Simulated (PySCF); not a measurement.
# C3H7FSi: geometry, spin-spin couplings

What spin-spin couplings should C3H7FSi (`FC1([SiH3])CC1`) show?

Computed with PySCF 2.14.0, with density-fitted response routines of our own, on a single molecule in the gas phase. Atoms count from 0, in the outputs and in this text.

## Step 1: The starting structure

12 atoms, charge 0, multiplicity 1; geometry from: GFN2-xTB. The atoms were then displaced at random by about 0.01 Å, so the start is not that level's minimum.

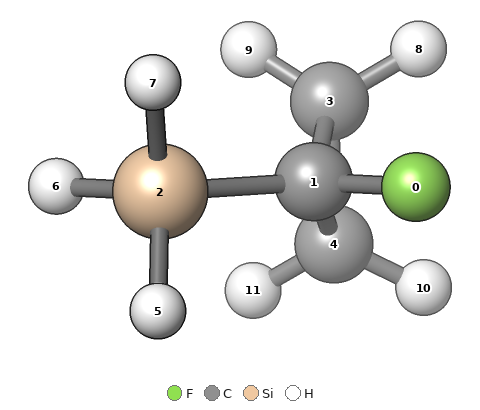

The starting geometry (fluorine green, carbon grey, silicon light orange, hydrogen white), atoms numbered.

## Step 2: Geometry optimisation at PBE0-D3(BJ)/def2-SVP

Job settings and geometry (Å):

```
{"job": {"xc": "PBE0", "basis": "def2-SVP", "d3": "d3bj", "grid": 1, "shake": 0.01, "kind": "geom"}, "charge": 0, "multiplicity": 1}
F      0.210940     1.142020    -1.442550
C      0.023910     0.314290    -0.366520
Si     1.671510    -0.205260     0.375410
C     -1.165710     0.588980     0.448740
C     -1.158050    -0.601230    -0.478170
H      2.451550    -0.898350    -0.648890
H      1.384450    -1.091990     1.505410
H      2.399260     1.006930     0.832420
H     -1.815010     1.432350     0.184150
H     -1.148560     0.419590     1.527470
H     -1.749340    -0.552790    -1.365080
H     -1.065260    -1.582790    -0.037280
```

Started as:

```console
OMP_NUM_THREADS=1 python probes_run.py task.json out
```

This one command runs all jobs of the session in turn.

Standard output:

```text
step   0  E = -507.20830792  max force = 0.020641
step   1  E = -507.21088329  max force = 0.003385
step   2  E = -507.21093724  max force = 0.000630
step   3  E = -507.21094092  max force = 0.000271
optimisation converged
```

Wall time 17 s (1 thread of Arm Neoverse V1, shared host); peak memory 0.45 GiB.

Step by step:

| step | energy from step 0 (eV) | largest force component (eV/Å) |
| --- | --- | --- |
| 0 | 0.0000 | 1.0614 |
| 1 | -0.0701 | 0.1741 |
| 2 | -0.0715 | 0.0324 |
| 3 | -0.0716 | 0.0139 |

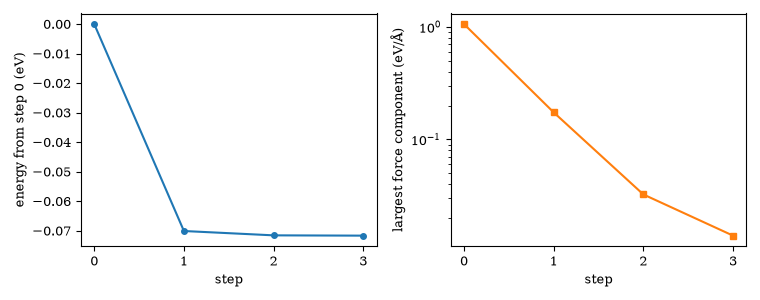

Energy and force, step by step.

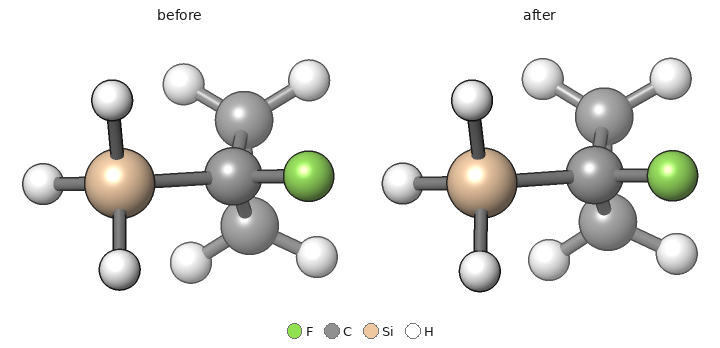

The geometry before (left) and after (right).

Close pairs (by a distance rule), those that changed most:

| bond | before (Å) | after (Å) | change (Å) |
| --- | --- | --- | --- |
| C1–C3 | 1.468 | 1.499 | +0.031 |
| Si2–H5 | 1.462 | 1.492 | +0.030 |
| Si2–H6 | 1.465 | 1.495 | +0.030 |
| C4–H10 | 1.067 | 1.093 | +0.026 |
| C4–H11 | 1.080 | 1.094 | +0.014 |
| C3–C4 | 1.509 | 1.500 | -0.008 |
| Si2–H7 | 1.486 | 1.493 | +0.007 |
| F0–C1 | 1.370 | 1.375 | +0.005 |

The end geometry stands in the next job.

| at the end point | value |
| --- | --- |
| point group (found at 0.08 Å tolerance) | Cs |
| rotational constants (GHz, main isotopes) | 5.831, 3.155, 2.516 |
| dipole moment (D) | 1.47 |

## Step 3: Indirect couplings: B3LYP/6-31G*

Job settings and geometry (Å):

```
{"job": {"kind": "j", "xc": "B3LYP", "basis": "6-31G*"}, "charge": 0, "multiplicity": 1}
F     -0.054627     1.064814    -1.494902
C     -0.194543     0.243652    -0.400735
Si     1.465395    -0.274719     0.320991
C     -1.392754     0.526700     0.453820
C     -1.377940    -0.673718    -0.446196
H      2.270930    -1.001386    -0.703920
H      1.193030    -1.180066     1.479033
H      2.224256     0.921776     0.790267
H     -1.995598     1.381382     0.135531
H     -1.319911     0.392103     1.536983
H     -1.973210    -0.619901    -1.361198
H     -1.293699    -1.673719    -0.010980
```

Method: B3LYP/6-31G* indirect spin-spin coupling, non-relativistic, gas phase.

Standard output:

```text
coarse grid: 10312 points
cycle   1  E = -507.7946785721  dE =  4.428e-01  |g| = 5.202e-01  |ddm| = 3.042e+00
cycle   2  E = -507.7594964657  dE =  3.518e-02  |g| = 7.120e-01  |ddm| = 9.775e-01
cycle   3  E = -507.8464306294  dE = -8.693e-02  |g| = 6.509e-02  |ddm| = 5.780e-01
cycle   4  E = -507.8471235041  dE = -6.929e-04  |g| = 3.146e-02  |ddm| = 7.811e-02
cycle   5  E = -507.8473615987  dE = -2.381e-04  |g| = 3.247e-03  |ddm| = 3.095e-02
cycle   6  E = -507.8473639285  dE = -2.330e-06  |g| = 9.720e-04  |ddm| = 4.486e-03
final grid: 94760 points
cycle   7  E = -507.8096963502  dE = -1.172e-05  |g| = 6.669e-03  |ddm| = 1.518e-02
cycle   8  E = -507.8096851665  dE =  1.118e-05  |g| = 1.023e-02  |ddm| = 1.313e-02
cycle   9  E = -507.8097055998  dE = -2.043e-05  |g| = 5.547e-04  |ddm| = 7.934e-03
cycle  10  E = -507.8097056633  dE = -6.344e-08  |g| = 1.427e-04  |ddm| = 5.682e-04
cycle  11  E = -507.8097056674  dE = -4.131e-09  |g| = 3.033e-05  |ddm| = 1.501e-04
cycle  12  E = -507.8097056676  dE = -2.327e-10  |g| = 1.241e-05  |ddm| = 5.069e-05
converged SCF energy = -507.8097056676

Indirect spin-spin couplings (Hz)
  i      j    bonds     total        FC       PSO       DSO        SD
  0 F    1 C    1   -227.826  -271.820    27.311     1.119    15.564
  0 F    2 Si   2    -27.868   -33.240     5.766     0.048    -0.443
  0 F    3 C    2     12.075    13.112    -0.083    -0.088    -0.866
  0 F    4 C    2     12.086    13.159    -0.115    -0.088    -0.870
  0 F    5 H    3     -1.051    -1.073     0.465    -0.187    -0.256
  0 F    6 H    3     25.106    26.555     0.157    -1.701     0.095
  0 F    7 H    3     -1.331    -1.332     0.480    -0.225    -0.254
  0 F    8 H    3     18.710    18.398     0.775     0.275    -0.739
  0 F    9 H    3      9.245    10.106     1.051    -1.833    -0.079
  0 F   10 H    3     18.614    18.302     0.775     0.268    -0.732
  0 F   11 H    3      9.259    10.126     1.047    -1.834    -0.080
  1 C    2 Si   1    -88.387   -88.187     1.201    -0.136    -1.264
  1 C    3 C    1     22.517    23.307    -1.065     0.275         -
  1 C    4 C    1     22.746    23.539    -1.068     0.275         -
  1 C    5 H    2      2.737     2.939    -0.159    -0.043         -
  1 C    6 H    2      9.344     9.420    -0.082     0.006         -
  1 C    7 H    2      2.836     3.038    -0.159    -0.043         -
  1 C    8 H    2     -2.962    -2.974     0.090    -0.078         -
  1 C    9 H    2      1.647     1.549     0.188    -0.090         -
  1 C   10 H    2     -2.958    -2.968     0.092    -0.081         -
  1 C   11 H    2      1.646     1.547     0.188    -0.090         -
  2 Si   3 C    2     -1.639    -1.827     0.157     0.016     0.015
  2 Si   4 C    2     -1.667    -1.861     0.164     0.016     0.014
  2 Si   5 H    1   -185.027  -185.301     0.889    -0.214    -0.400
  2 Si   6 H    1   -174.612  -174.854     0.813    -0.223    -0.349
  2 Si   7 H    1   -184.911  -185.187     0.889    -0.214    -0.399
  2 Si   8 H    3     -0.512    -0.613    -0.137     0.273    -0.035
  2 Si   9 H    3     -3.938    -4.024     0.063    -0.018     0.041
  2 Si  10 H    3     -0.526    -0.629    -0.137     0.274    -0.034
  2 Si  11 H    3     -3.971    -4.059     0.064    -0.018     0.042
  3 C    4 C    1     23.173    23.481    -0.506     0.197         -
  3 C    5 H    3      4.811     5.078     0.133    -0.399         -
  3 C    6 H    3      0.151     0.086     0.037     0.028         -
  3 C    7 H    3      0.299     0.403     0.021    -0.125         -
  3 C    8 H    1    175.461   173.959     0.564     0.938         -
  3 C    9 H    1    172.803   171.249     0.634     0.919         -
  3 C   10 H    2     -2.112    -2.103     0.267    -0.276         -
  3 C   11 H    2     -2.888    -2.937     0.348    -0.300         -
  4 C    5 H    3      0.191     0.302     0.024    -0.135         -
  4 C    6 H    3      0.229     0.161     0.033     0.035         -
  4 C    7 H    3      4.899     5.163     0.132    -0.397         -
  4 C    8 H    2     -2.110    -2.102     0.267    -0.275         -
  4 C    9 H    2     -2.868    -2.914     0.348    -0.301         -
  4 C   10 H    1    175.466   173.967     0.561     0.938         -
  4 C   11 H    1    172.533   170.978     0.635     0.920         -
  5 H    6 H    2      2.739     4.442     0.135    -1.838         -
  5 H    7 H    2      6.263     7.956     0.155    -1.847         -
  5 H    8 H    4      1.245     2.066     0.744    -1.565         -
  5 H    9 H    4     -0.732     0.300     0.445    -1.477         -
  5 H   10 H    4     -0.529    -0.143     0.390    -0.777         -
  5 H   11 H    4      0.227     0.465    -0.038    -0.201         -
  6 H    7 H    2      2.865     4.564     0.135    -1.834         -
  6 H    8 H    4     -0.419     0.116     0.724    -1.259         -
  6 H    9 H    4      0.722     0.181    -0.535     1.075         -
  6 H   10 H    4     -0.357     0.168     0.718    -1.243         -
  6 H   11 H    4      0.753     0.184    -0.555     1.124         -
  7 H    8 H    4     -0.516    -0.137     0.385    -0.763         -
  7 H    9 H    4      0.209     0.413    -0.059    -0.145         -
  7 H   10 H    4      1.246     2.069     0.747    -1.570         -
  7 H   11 H    4     -0.765     0.256     0.439    -1.459         -
  8 H    9 H    2     -8.754    -7.698     1.591    -2.646         -
  8 H   10 H    3     11.177    11.284    -0.008    -0.099         -
  8 H   11 H    3      5.994     6.997     1.628    -2.630         -
  9 H   10 H    3      5.948     6.950     1.625    -2.627         -
  9 H   11 H    3      9.999    10.147     0.170    -0.317         -
 10 H   11 H    2     -8.818    -7.764     1.589    -2.643         -
```

It took 9.1 s on 1 thread of Arm Neoverse V1, shared host; peak memory 0.51 GiB.

The basis is not made for couplings: without tight functions at the nuclei these values are rough.

Couplings of 1 Hz or more over one to four bonds, nine at most for each number, with means over like pairs (isotopes 13C, 19F, 1H, 29Si):

| pair | bonds | J (Hz) | Fermi contact (Hz) | dihedral (°) |
| --- | --- | --- | --- | --- |
| F0–C1 | 1 | -227.8 | -271.8 | – |
| Si2–H5 | 1 | -181.5 | -181.8 | – |
| C3–H8 | 1 | 175.5 | 174.0 | – |
| C3–H9 | 1 | 172.7 | 171.1 | – |
| C1–Si2 | 1 | -88.4 | -88.2 | – |
| C3–C4 | 1 | 23.2 | 23.5 | – |
| C1–C3 | 1 | 22.6 | 23.4 | – |
| F0–Si2 | 2 | -27.9 | -33.2 | – |
| F0–C3 | 2 | 12.1 | 13.1 | – |
| H8–H9 | 2 | -8.8 | -7.7 | – |
| C1–H5 | 2 | 5.0 | 5.1 | – |
| H5–H6 | 2 | 4.0 | 5.7 | – |
| C1–H8 | 2 | -3.0 | -3.0 | – |
| C3–H11 | 2 | -2.9 | -2.9 | – |
| C3–H10 | 2 | -2.1 | -2.1 | – |
| Si2–C3 | 2 | -1.7 | -1.8 | – |
| F0–H8 | 3 | 18.7 | 18.4 | -3 |
| H8–H10 | 3 | 11.2 | 11.3 | 0 |
| H9–H11 | 3 | 10.0 | 10.1 | 0 |
| F0–H9 | 3 | 9.3 | 10.1 | -145 |
| F0–H5 | 3 | 7.6 | 8.0 | – |
| H8–H11 | 3 | 6.0 | 7.0 | -147 |
| Si2–H9 | 3 | -4.0 | -4.0 | -2 |
| C3–H5 | 3 | 1.8 | 1.9 | – |

Means hide unlike values in this fixed geometry: C1–H5 from 2.7 to 9.3 Hz; F0–H5 from -1.3 to 25.1 Hz; C3–H5 from 0.2 to 4.9 Hz. They hold only if the pairs exchange fast.

The spin-dipole term was solved for some atoms only; pairs without it lack that part.

## Step 4: What came out

| quantity | value |
| --- | --- |
| point group | Cs |
| rotational constants (main isotopes) | 5.83, 3.15, 2.52 GHz |
| largest coupling of the table (B3LYP/6-31G*) | ¹J(F,C) F0–C1, -227.8 Hz |

**Reading.** The start of the PBE0/def2-SVP relaxation was shaken at random by about 0.01 Å, so part of the energy gained, and of the first lengths quoted, undoes that. Relaxing lowered the energy by 0.072 eV in 3 steps; the close pair that moved most is C1–C3, from 1.468 to 1.499 Å. In the run at B3LYP/6-31G*, the largest coupling of the table is F0–C1, -227.8 Hz, of which the Fermi-contact term gives -271.8 Hz. Couplings across rotatable bonds belong to this one conformer; where others are populated, the observed values are averages. Couplings from bases without tight functions are rough.
